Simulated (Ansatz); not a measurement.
# Geometry relaxation of CH12O5 (part 3 of 3)

Continued. System: CH12O5 (disordered cell, 18 atoms in the cell). Method: DFT PBE-D3(BJ), scalar-relativistic, plane waves, PAW, no spin polarisation (Ansatz 0.2.0); cutoff 420 eV, 1×1×1 k-mesh, Fermi–Dirac smearing of 0.02 eV. It belongs to a series of runs on one base structure; here: start relaxed.

Geometry of the input (Å; fractional positions):
```
5.7185  0.0000  0.0000
0.0000  5.7185  0.0000
0.0000  0.0000  5.7185
O  0.0997  1.0440  0.7839
H  0.1980  0.9542  0.6792
H  -0.0464  0.9583  0.7866
O  0.9020  0.4522  0.4098
H  1.0117  0.4230  0.2842
H  0.7503  0.4381  0.3358
O  0.7433  0.4432  0.9020
H  0.7360  0.5869  0.8128
H  0.7444  0.3217  0.7841
O  0.4117  0.2640  0.3083
H  0.4119  0.3190  0.1481
H  0.3942  0.0961  0.2939
C  0.8522  0.9752  0.2043
O  0.6875  0.9353  0.0221
H  0.8793  0.8069  0.2895
H  0.6612  1.0837  -0.0558
H  1.0209  1.0375  0.1376
H  0.7875  1.0998  0.3349
```

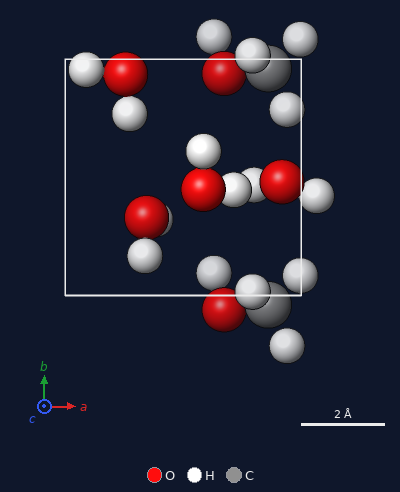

The geometry at step 13 of the log (spheres-only view of the cell of the calculation, along the c axis).

Key numbers

```tsv
quantity	value
outcome	converged
electrons treated	46
free energy	−3280.9583 eV
Fermi energy	−0.327 eV
gap on the k-point mesh	4.66 eV
final volume	187.00 Å³
largest force (length of the vector) at the end	0.295 eV/Å
hardware	1 thread of Arm Neoverse V1, 24 GiB of memory available, shared host
wall time	16 s
peak memory	0.31 GiB
```

Remarks

The program warns: the exchange-correlation potential is rough where the density is thin. The input asks for low accuracy. The k-point mesh is coarse for a cell of this size, so the results may not be converged.
